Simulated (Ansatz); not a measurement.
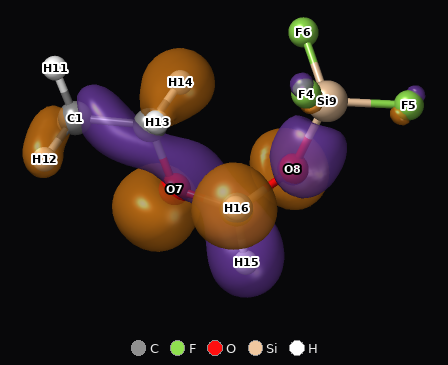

Figure. C3H7F3O2Si. The HOMO−1 at ±0.1 Å⁻³ᐟ² (orange and purple are the two phases), seen across its widest extent.

Geometry: PBE0-D3(BJ)/def2-SVP.

The calculation used isolated molecule in a Gaussian basis; Kohn-Sham density functional theory, functional PBE0 in Ansatz.

Input

```
crystal:
  periodic: [false, false, false]
  atoms:
    - {symbol: C, position_ang: [-2.893762, 2.325785, -0.227433]}
    - {symbol: C, position_ang: [-1.578939, 1.652802, -0.529642]}
    - {symbol: C, position_ang: [-0.781542, -0.397354, -1.350969]}
    - {symbol: F, position_ang: [1.874801, 0.835769, -0.213124]}
    - {symbol: F, position_ang: [2.848505, 0.390481, -2.578064]}
    - {symbol: F, position_ang: [1.433878, 2.486409, -2.140748]}
    - {symbol: O, position_ang: [-1.830190, 0.472133, -1.263956]}
    - {symbol: O, position_ang: [0.268081, 0.086655, -2.174394]}
    - {symbol: Si, position_ang: [1.582284, 0.936867, -1.782674]}
    - {symbol: H, position_ang: [-3.424666, 2.562784, -1.160867]}
    - {symbol: H, position_ang: [-2.728198, 3.261834, 0.325294]}
    - {symbol: H, position_ang: [-3.537063, 1.669401, 0.376418]}
    - {symbol: H, position_ang: [-1.038113, 1.401558, 0.405151]}
    - {symbol: H, position_ang: [-0.929617, 2.331721, -1.112839]}
    - {symbol: H, position_ang: [-1.157027, -1.313097, -1.826909]}
    - {symbol: H, position_ang: [-0.364459, -0.630775, -0.349908]}
basis:
  gaussian:
    orbitals: def2-SVPD
hamiltonian:
  xc: pbe0
output: {forces: true, orbitals: {seedname: orbitals}}
```

Launched as:

```sh
ansatz run input.yaml --threads 4 --pin off --max-ram 7830MiB --events-out events.jsonl --progress --plain --runs-dir runs
```

Question: What is the character of this orbital?

Answer: Its weight (Hirshfeld) is mainly on O7 (about 30 %), O8 (about 20 %), C3 (about 15 %), C2 (about 10 %) and H16 (about 10 %). Its energy is −9.51 eV.
